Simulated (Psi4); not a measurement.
# CH$_{4}$AlO$_{2}$: single-point calculation

- system: CH$_{4}$AlO$_{2}$, multiplicity 4
- method: MP2/pcseg-2, UHF (Psi4 1.11)

The geometry is that of the parent species in another charge or spin state. The geometry comes from this level: PBE0-D4/def2-TZVP.

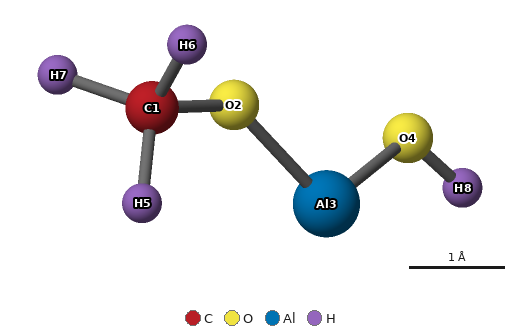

The input geometry (ball-and-stick view, seen at a tilt; atoms are numbered from 1 in the order of the input). Sticks mark near contacts.

## The input (ch4alo2.inp)
```
memory 1.6 GB

molecule molecule1 {
  0 4
  C      0.292700     1.365900    -0.669900
  O     -0.035800     0.282500     0.144300
  Al    -0.062600    -1.399600     0.093000
  O     -0.601900    -2.191900     1.497900
  H      0.661200     1.058300    -1.655900
  H     -0.585400     2.002400    -0.820800
  H      1.070000     1.971500    -0.192500
  H     -0.646300    -3.146000     1.548200
  symmetry c1
}

set {
  basis pcseg-2
  reference uhf
  puream true
  scf_type df
  num_frozen_docc 8
  maxiter 100
}

result = energy('mp2')
print_variables()
```

Hardware: 1 thread of Intel Xeon (Granite Rapids), 64 GiB of memory available, shared host.

Launched with:
```bash
psi4 ch4alo2.inp ch4alo2.out -n 1
```

## Output
```
Psi4 1.11 release

   => Loading Basis Set <=

    Name: PCSEG-2
    Role: ORBITAL
    Keyword: BASIS

         ---------------------------------------------------------
                                   SCF
                              UHF Reference
                        1 Threads,   1525 MiB Core
         ---------------------------------------------------------

  ==> Geometry <==

    Molecular point group: c1
    Full point group: C1

    Geometry (in Angstrom), charge = 0, multiplicity = 4:

       Center              X                  Y                   Z               Mass
    ------------   -----------------  -----------------  -----------------  -----------------
         C            0.397672169416     2.032706836703    -0.931324834075    12.000000000000
         O            0.069172169416     0.949306836703    -0.117124834075    15.994914619570
         AL           0.042372169416    -0.732793163297    -0.168424834075    26.981538530000
         O           -0.496927830584    -1.525093163297     1.236475165925    15.994914619570
         H            0.766172169416     1.725106836703    -1.917324834075     1.007825032230
         H           -0.480427830584     2.669206836703    -1.082224834075     1.007825032230
         H            1.174972169416     2.638306836703    -0.453924834075     1.007825032230
         H           -0.541327830584    -2.479193163297     1.286775165925     1.007825032230

  Running in c1 symmetry.

  Rotational constants: A =      1.12929  B =      0.09534  C =      0.08939 [cm^-1]
  Rotational constants: A =  33855.18163  B =   2858.10850  C =   2679.77706 [MHz]
  Nuclear repulsion =  149.181418560019097

  Charge       = 0
  Multiplicity = 4
  Electrons    = 39
  Nalpha       = 21
  Nbeta        = 18

  ==> Algorithm <==

  SCF Algorithm Type is DF.
  DIIS enabled.
  MOM disabled.
  Fractional occupation disabled.
  Guess Type is SAD.
  Energy threshold   = 1.00e-08
  Density threshold  = 1.00e-08
  Integral threshold = 1.00e-12

  ==> Primary Basis <==

  Basis Set: PCSEG-2
    Blend: PCSEG-2
    Number of shells: 66
    Number of basis functions: 180
    Number of Cartesian functions: 204
    Spherical Harmonics?: true
    Max angular momentum: 3

   => Loading Basis Set <=

    Name: (PCSEG-2 AUX)
    Role: JKFIT
    Keyword: DF_BASIS_SCF

  ==> Integral Setup <==

  DFHelper Memory: AOs need 0.102 GiB; user supplied 1.118 GiB.
  SCF_SUBTYPE=INCORE selected. In-core MEM_DF algorithm will be used.
  Using in-core AOs.

  ==> MemDFJK: Density-Fitted J/K Matrices <==

    J tasked:                   Yes
    K tasked:                   Yes
    wK tasked:                   No
    Memory [MiB]:              1144
    Algorithm:                 Core
    Schwarz Cutoff:           1E-12
    Mask sparsity (%):       9.7284
    Fitting Condition:        1E-10

   => Auxiliary Basis Set <=

  Basis Set: (PCSEG-2 AUX)
    Blend: DEF2-UNIVERSAL-JKFIT
    Number of shells: 137
    Number of basis functions: 429
    Number of Cartesian functions: 510
    Spherical Harmonics?: true
    Max angular momentum: 4

  Minimum eigenvalue in the overlap matrix is 1.3846000346E-03.
  Reciprocal condition number of the overlap matrix is 1.7795787355E-04.
    Using symmetric orthogonalization.

  ==> Pre-Iterations <==

  SCF Guess: Superposition of Atomic Densities via on-the-fly atomic UHF (no occupation information).

   -------------------------
    Irrep   Nso     Nmo
   -------------------------
     A        180     180
   -------------------------
    Total     180     180
   -------------------------

  ==> Iterations <==

                           Total Energy        Delta E     RMS |[F,P]|

   @DF-UHF iter SAD:  -430.64220072973086   -4.30642e+02   0.00000e+00
   @DF-UHF iter   1:  -431.51761437947289   -8.75414e-01   3.78704e-03 ADIIS/DIIS
   @DF-UHF iter   2:  -431.66219640810448   -1.44582e-01   2.94764e-03 ADIIS/DIIS
   @DF-UHF iter   3:  -431.76961349481712   -1.07417e-01   5.37669e-04 ADIIS/DIIS
   @DF-UHF iter   4:  -431.78986983180545   -2.02563e-02   3.07115e-04 ADIIS/DIIS
   @DF-UHF iter   5:  -431.79818461672897   -8.31478e-03   1.50117e-04 ADIIS/DIIS
   @DF-UHF iter   6:  -431.79991356704744   -1.72895e-03   5.75696e-05 DIIS
   @DF-UHF iter   7:  -431.79999796877286   -8.44017e-05   2.58889e-05 DIIS
   @DF-UHF iter   8:  -431.80002678745666   -2.88187e-05   7.41755e-06 DIIS
   @DF-UHF iter   9:  -431.80003005886135   -3.27140e-06   3.25271e-06 DIIS
   @DF-UHF iter  10:  -431.80003070574878   -6.46887e-07   1.30241e-06 DIIS
   @DF-UHF iter  11:  -431.80003081430209   -1.08553e-07   4.86751e-07 DIIS
   @DF-UHF iter  12:  -431.80003082970995   -1.54079e-08   2.44280e-07 DIIS
   @DF-UHF iter  13:  -431.80003083472263   -5.01268e-09   1.68097e-07 DIIS
   @DF-UHF iter  14:  -431.80003083830303   -3.58040e-09   1.42353e-07 DIIS
   @DF-UHF iter  15:  -431.80003084156567   -3.26264e-09   1.33158e-07 DIIS
   @DF-UHF iter  16:  -431.80003084579585   -4.23017e-09   1.23720e-07 DIIS
   @DF-UHF iter  17:  -431.80003086049635   -1.47005e-08   8.28262e-08 DIIS
   @DF-UHF iter  18:  -431.80003086972630   -9.22995e-09   2.10997e-08 DIIS
   @DF-UHF iter  19:  -431.80003086997186   -2.45564e-10   7.67417e-09 DIIS
  Energy and wave function converged.

  ==> Post-Iterations <==

   @Spin Contamination Metric:   1.137083580E-02
   @S^2 Expected:                3.750000000E+00
   @S^2 Observed:                3.761370836E+00
   @S   Expected:                1.500000000E+00
   @S   Observed:                1.500000000E+00

    Orbital Energies [Eh]
    ---------------------

    Alpha Occupied:

       1A    -58.397347     2A    -20.754296     3A    -20.491592
       4A    -11.360765     5A     -4.865739     6A     -3.183277
       7A     -3.182165     8A     -3.178358     9A     -1.561612
      10A     -1.274723    11A     -1.039751    12A     -0.847382
      13A     -0.810588    14A     -0.768952    15A     -0.643536
      16A     -0.626847    17A     -0.601069    18A     -0.507467
      19A     -0.482381    20A     -0.325774    21A     -0.167270

    Alpha Virtual:

      22A      0.063268    23A      0.092438    24A      0.107544
      25A      0.120934    26A      0.146852    27A      0.163748
      28A      0.201029    29A      0.211266    30A      0.222716
      31A      0.243223    32A      0.267521    33A      0.323540
      34A      0.344322    35A      0.403182    36A      0.427208
      37A      0.427835    38A      0.455653    39A      0.461934
      40A      0.482490    41A      0.505447    42A      0.556202
      43A      0.561505    44A      0.592355    45A      0.613743
      46A      0.676514    47A      0.731593    48A      0.765802
      49A      0.776518    50A      0.803812    51A      0.870292
      52A      0.901992    53A      0.904997    54A      0.971084
      55A      1.046132    56A      1.067260    57A      1.074846
      58A      1.083888    59A      1.100890    60A      1.106610
      61A      1.111376    62A      1.136652    63A      1.216620
      64A      1.221502    65A      1.257642    66A      1.259665
      67A      1.286232    68A      1.323559    69A      1.463796
      70A      1.489034    71A      1.492743    72A      1.528788
      73A      1.587106    74A      1.623553    75A      1.636264
      76A      1.675694    77A      1.745694    78A      1.753534
      79A      1.783903    80A      1.883994    81A      1.898465
      82A      1.926972    83A      1.954366    84A      1.963788
      85A      2.034695    86A      2.096458    87A      2.174775
      88A      2.218052    89A      2.350288    90A      2.391203
      91A      2.429873    92A      2.433932    93A      2.476757
      94A      2.549771    95A      2.634977    96A      2.668931
      97A      2.715832    98A      2.802919    99A      2.834651
     100A      2.840529   101A      3.024470   102A      3.081601
     103A      3.292822   104A      3.324520   105A      3.397033
     106A      3.419151   107A      3.478481   108A      3.513626
     109A      3.523016   110A      3.608094   111A      3.611934
     112A      3.641965   113A      3.662635   114A      3.808184
     115A      3.872793   116A      3.947027   117A      3.976406
     118A      4.038992   119A      4.060994   120A      4.083717
     121A      4.147014   122A      4.167426   123A      4.179172
     124A      4.228365   125A      4.244381   126A      4.264948
     127A      4.301818   128A      4.328650   129A      4.358078
     130A      4.418702   131A      4.523424   132A      4.597294
     133A      4.598271   134A      4.650592   135A      4.651432
     136A      4.691269   137A      4.696704   138A      4.766587
     139A      4.797336   140A      4.805511   141A      4.864608
     142A      4.869059   143A      4.874559   144A      4.956492
     145A      4.974175   146A      5.004683   147A      5.034897
     148A      5.114371   149A      5.202101   150A      5.294188
     151A      5.315563   152A      5.353594   153A      5.396063
     154A      5.444279   155A      5.783307   156A      5.820914
     157A      5.930575   158A      6.032016   159A      6.052158
     160A      6.056335   161A      6.094903   162A      6.140237
     163A      6.163868   164A      6.419514   165A      6.427782
     166A      6.442987   167A      6.490879   168A      6.516324
     169A      6.569153   170A      6.693534   171A      6.761166
     172A      6.870447   173A      6.932598   174A      7.025232
     175A      7.168334   176A      7.179502   177A      7.405483
     178A      7.460306   179A      7.843270   180A     10.933180

    Beta Occupied:

       1A    -58.389641     2A    -20.708194     3A    -20.484928
       4A    -11.363109     5A     -4.851910     6A     -3.175424
       7A     -3.168030     8A     -3.164428     9A     -1.412961
      10A     -1.257072    11A     -1.010517    12A     -0.772612
      13A     -0.734867    14A     -0.662270    15A     -0.633635
      16A     -0.577566    17A     -0.481760    18A     -0.452251

    Beta Virtual:

      19A     -0.041235    20A      0.056457    21A      0.077274
      22A      0.107569    23A      0.114473    24A      0.128850
      25A      0.148456    26A      0.154900    27A      0.189957
      28A      0.219769    29A      0.252734    30A      0.259250
      31A      0.309702    32A      0.309855    33A      0.364378
      34A      0.380045    35A      0.410769    36A      0.439631
      37A      0.452144    38A      0.474454    39A      0.512649
      40A      0.521765    41A      0.565149    42A      0.568309
      43A      0.584900    44A      0.604477    45A      0.619071
      46A      0.725164    47A      0.772958    48A      0.782362
      49A      0.794871    50A      0.824617    51A      0.887843
      52A      0.918646    53A      0.931842    54A      1.000148
      55A      1.057440    56A      1.082533    57A      1.103273
      58A      1.111693    59A      1.112572    60A      1.128470
      61A      1.138093    62A      1.153378    63A      1.221512
      64A      1.223568    65A      1.265086    66A      1.290607
      67A      1.295460    68A      1.330944    69A      1.471969
      70A      1.501309    71A      1.534278    72A      1.549080
      73A      1.590358    74A      1.649815    75A      1.658404
      76A      1.713839    77A      1.766992    78A      1.793364
      79A      1.797004    80A      1.890019    81A      1.904790
      82A      1.958473    83A      1.971744    84A      1.982953
      85A      2.064694    86A      2.118850    87A      2.200255
      88A      2.233227    89A      2.370122    90A      2.401403
      91A      2.443136    92A      2.464665    93A      2.487465
      94A      2.570760    95A      2.645231    96A      2.721686
      97A      2.757050    98A      2.815569    99A      2.851869
     100A      2.899486   101A      3.041636   102A      3.090410
     103A      3.304292   104A      3.336443   105A      3.407218
     106A      3.429226   107A      3.489601   108A      3.519186
     109A      3.524716   110A      3.615086   111A      3.616141
     112A      3.656583   113A      3.671944   114A      3.814097
     115A      3.887430   116A      3.953873   117A      3.978583
     118A      4.043215   119A      4.063691   120A      4.087430
     121A      4.170905   122A      4.171337   123A      4.199962
     124A      4.239114   125A      4.256437   126A      4.288594
     127A      4.334937   128A      4.335902   129A      4.363115
     130A      4.432472   131A      4.530867   132A      4.604160
     133A      4.604789   134A      4.656869   135A      4.659602
     136A      4.700979   137A      4.705964   138A      4.770024
     139A      4.800375   140A      4.810003   141A      4.865156
     142A      4.872303   143A      4.878868   144A      4.964234
     145A      4.976180   146A      5.008266   147A      5.046982
     148A      5.117334   149A      5.206919   150A      5.299189
     151A      5.326733   152A      5.360667   153A      5.401981
     154A      5.451759   155A      5.807938   156A      5.828723
     157A      5.932583   158A      6.040562   159A      6.054807
     160A      6.062004   161A      6.098281   162A      6.142049
     163A      6.167570   164A      6.429138   165A      6.432605
     166A      6.476986   167A      6.492170   168A      6.528871
     169A      6.650269   170A      6.738646   171A      6.771667
     172A      6.884140   173A      6.943914   174A      7.102191
     175A      7.186294   176A      7.189153   177A      7.431211
     178A      7.466561   179A      7.846473   180A     10.949787

    Final Occupation by Irrep:
              A
    DOCC [    18 ]
    SOCC [     3 ]
    NA   [    21 ]
    NB   [    18 ]

  @DF-UHF Final Energy:  -431.80003086997186

   => Energetics <=

    Nuclear Repulsion Energy =            149.1814185600190967
    One-Electron Energy =                -893.5908335230589046
    Two-Electron Energy =                 312.6093840930679448
    Total Energy =                       -431.8000308699718630

  UHF NO Occupations:
  HONO-2 :   19  A 1.0000000
  HONO-1 :   20  A 1.0000000
  HONO-0 :   21  A 1.0000000
  LUNO+0 :   22  A 0.0022460
  LUNO+1 :   23  A 0.0013883
  LUNO+2 :   24  A 0.0006981
  LUNO+3 :   25  A 0.0004386

Computation Completed

Properties will be evaluated at   0.000000,   0.000000,   0.000000 [a0]

Properties computed using the SCF density matrix

 Multipole Moments:

 ------------------------------------------------------------------------------------
     Multipole            Electronic (a.u.)      Nuclear  (a.u.)        Total (a.u.)
 ------------------------------------------------------------------------------------

 L = 1.  Multiply by 2.5417464519 to convert [e a0] to [Debye]
 Dipole X            :         -0.4469134            0.8205467            0.3736333
 Dipole Y            :         -2.7535919            4.9455392            2.1919472
 Dipole Z            :          1.0119087           -1.8696356           -0.8577268
 Magnitude           :                                                    2.3832603

 ------------------------------------------------------------------------------------

	total time  =          3 seconds =       0.05 minutes

  //>>>>>>>>>>>>>>>>>>>>>>>>>>>>>>>>>>>//
  //               DFMP2               //
  //<<<<<<<<<<<<<<<<<<<<<<<<<<<<<<<<<<<//

   => Loading Basis Set <=

    Name: (PCSEG-2 AUX)
    Role: RIFIT
    Keyword: DF_BASIS_MP2

	 --------------------------------------------------------
	                          DF-MP2
	      2nd-Order Density-Fitted Moller-Plesset Theory
	              UMP2 Wavefunction,   1 Threads

	 --------------------------------------------------------

	 --------------------------------------------------------
	                 NBF =   180, NAUX =   471
	 --------------------------------------------------------
	   CLASS    FOCC     OCC    AOCC    AVIR     VIR    FVIR
	   ALPHA       8      21      13     159     159       0
	    BETA       8      18      10     162     162       0
	 --------------------------------------------------------

	-----------------------------------------------------------
	 ==================> DF-MP2 Energies <====================
	-----------------------------------------------------------
	 Reference Energy          =    -431.8000308699718630 [Eh]
	 Singles Energy            =      -0.0000000000000000 [Eh]
	 Same-Spin Energy          =      -0.1558655879128785 [Eh]
	 Opposite-Spin Energy      =      -0.4814040225667910 [Eh]
	 Correlation Energy        =      -0.6372696104796696 [Eh]
	 Total Energy              =    -432.4373004804515404 [Eh]
	-----------------------------------------------------------
	 ================> DF-SCS-MP2 Energies <==================
	-----------------------------------------------------------
	 SCS Same-Spin Scale       =       0.3333333333333333 [-]
	 SCS Opposite-Spin Scale   =       1.2000000000000000 [-]
	 SCS Same-Spin Energy      =      -0.0519551959709595 [Eh]
	 SCS Opposite-Spin Energy  =      -0.5776848270801492 [Eh]
	 SCS Correlation Energy    =      -0.6296400230511088 [Eh]
	 SCS Total Energy          =    -432.4296708930229443 [Eh]
	-----------------------------------------------------------

	total time  =          0 seconds =       0.00 minutes

  Variable Map:
  ----------------------------------------------------------------------------
  "CURRENT CORRELATION ENERGY"           =>      -0.637269610480
  "CURRENT ENERGY"                       =>    -432.437300480452
  "CURRENT REFERENCE ENERGY"             =>    -431.800030869972
  "CUSTOM SCS-MP2 CORRELATION ENERGY"    =>      -0.629640023051
  "CUSTOM SCS-MP2 TOTAL ENERGY"          =>    -432.429670893023
  "DD SOLVATION ENERGY"                  =>       0.000000000000
  "HF KINETIC ENERGY"                    =>     433.211443272910
  "HF POTENTIAL ENERGY"                  =>    -865.011474142882
  "HF TOTAL ENERGY"                      =>    -431.800030869972
  "HF VIRIAL RATIO"                      =>       1.996741978023
  "MP2 CORRELATION ENERGY"               =>      -0.637269610480
  "MP2 DOUBLES ENERGY"                   =>      -0.637269610480
  "MP2 OPPOSITE-SPIN CORRELATION ENERGY" =>      -0.481404022567
  "MP2 SAME-SPIN CORRELATION ENERGY"     =>      -0.155865587913
  "MP2 SINGLES ENERGY"                   =>      -0.000000000000
  "MP2 TOTAL ENERGY"                     =>    -432.437300480452
  "NUCLEAR REPULSION ENERGY"             =>     149.181418560019
  "ONE-ELECTRON ENERGY"                  =>    -893.590833523059
  "PCM POLARIZATION ENERGY"              =>       0.000000000000
  "PE ENERGY"                            =>       0.000000000000
  "SCF ITERATION ENERGY"                 =>    -431.800030869972
  "SCF ITERATIONS"                       =>      19.000000000000
  "SCF TOTAL ENERGY"                     =>    -431.800030869972
  "SCS-MP2 CORRELATION ENERGY"           =>      -0.629640023051
  "SCS-MP2 TOTAL ENERGY"                 =>    -432.429670893023
  "TWO-ELECTRON ENERGY"                  =>     312.609384093068

  Array Variable Map:
  ----------------------------------------------------------------------------
  "CURRENT DIPOLE"                       =>       0.373633272844 ... -0.857726847035 1 by 3
  "SCF DIPOLE"                           =>       0.373633272844 ... -0.857726847035 1 by 3
  "SCF TOTAL ENERGIES"                   =>    -430.642200729731 ... -431.800030869972 1 by 20

    Psi4 run time: 0:00:02.91
```

## Key numbers

```csv
quantity,value
outcome,converged
total energy,−432.437300 hartree
SCF energy,−431.800031 hartree
MP2 energy,−432.437300 hartree
correlation energy,−0.637270 hartree
basis functions,180
⟨S²⟩,3.761
wall time,3.9 s
peak memory,0.33 GiB
```
